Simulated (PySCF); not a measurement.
```
atom    x (Å)    y (Å)    z (Å)
   C   2.8665  -0.4341  -0.0380
   C   1.6348  -0.1301   0.3543
   C   0.5918   0.2806  -0.6112
   O   0.7866   0.2585  -1.8136
  Si  -1.1159   0.8541   0.0671
   C  -2.4191  -0.4876  -0.2177
   F  -0.9297   1.0420   1.6701
   H   3.6436  -0.7225   0.6497
   H   3.1227  -0.3940  -1.0853
   H   1.3448  -0.1490   1.3943
   H  -1.4552   2.1792  -0.4246
   H  -3.3942  -0.1632   0.1349
   H  -2.5105  -0.7300  -1.2719
   H  -2.1669  -1.4043   0.3113
```

Geometry: GFN2-xTB.

All numbers below come from PBE0/pcSseg-1, SCF density, gas phase, non-relativistic in PySCF 2.14.0.

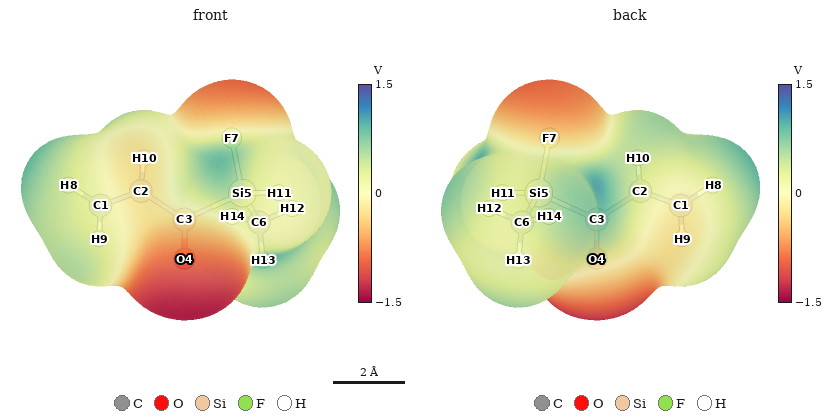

C$_{4}$H$_{7}$FOSi. The molecular electrostatic potential painted on the density surface at 0.001 e/bohr³, seen from the front and from behind; red is negative and blue positive.

> Where is the surface potential most negative and most positive?

The most negative region (about −1.4 V, or −32 kcal/mol for a unit charge) lies over O4, the most positive (about +1.0 V, or +23 kcal/mol for a unit charge) over Si5. O4 is the likeliest acceptor of a hydrogen bond.

> What dipole moment does the calculation give?

Its dipole moment is 1.24 D.
